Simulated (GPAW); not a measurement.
SrCl2 (Fm-3m): ε∞ against the local-field cutoff

The size of the dielectric matrix of SrCl2 (Fm-3m) is raised step by step, on the same bands.

Cell: a, b, c = 4.933, 4.933, 4.933 Å (primitive vectors), 3 atoms.

Method: GPAW 26.7.0, PBE, RPA, k-mesh 9×9×9, Lorentzian half width 0.15 eV.

Launch of the response step: `OMP_NUM_THREADS=1 python df.py`. The series took 8.1 min in all, its band step included, on 1 thread of Arm Neoverse V1, on a shared host.

```tsv
cutoff (eV)	time of the step (s)	ε∞
20	29	2.9101
40	29	2.7266
60	37	2.7224
100	48	2.7104
150	95	?
```

The number of plane waves grows as cutoff^(3/2); a common extrapolation takes the result as linear in its inverse.

Working, on the rows shown:

| x = cutoff^(−3/2) (eV^−3/2) | y = ε∞ |
| --- | --- |
| 0.0111803 | 2.9101 |
| 0.00395285 | 2.7266 |
| 0.00215166 | 2.7224 |
| 0.001 | 2.7104 |

Means: x̄ = 0.0045712, ȳ = 2.7674. Σ(x − x̄)(y − ȳ) = 0.001281, Σ(x − x̄)² = 6.267e-05. Slope = 0.001281 / 6.267e-05 = 20.44; intercept = ȳ − slope · x̄ = 2.674. The line misses the rows shown by at most 0.028.

Question: What does the fit predict for the withheld row, and how well does it do?

Answer: At x = 0.00054433 the line gives y = 2.6851. The run gave 2.7081, so the extrapolation is off by 0.023, 11 % of the range in the table. The law describes these rows poorly: it misses even the rows shown by over a tenth of the range.

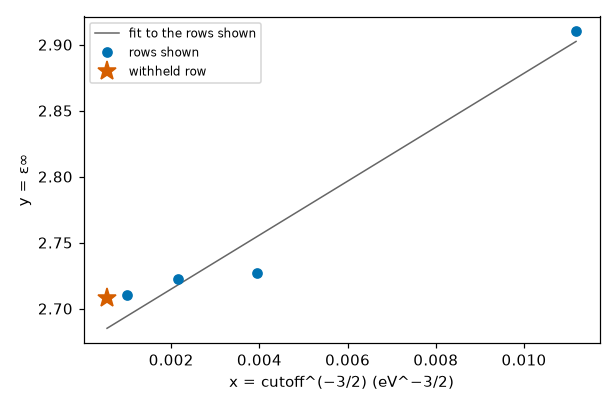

Refitted with all rows, the slope is 19.46 and the intercept 2.6823. The line reaches 2.682 at infinite cutoff, 1.0 % from the last run, while the last two runs differ by 0.08 %. ε∞ moves in steps as shells of reciprocal vectors enter, so the limit is good only to about the larger of these. Excitons are left out; PBE gaps are as a rule too small. The values come from a sum over the points of one k-mesh and carry its error, which grows as the direct gap shrinks. Spin-orbit coupling is left out.

[Logs are printed without paths, hosts, clocks, repeated set-up lines and the standing remarks that a program may print on its own settings, such as how far it seeks lower states.]
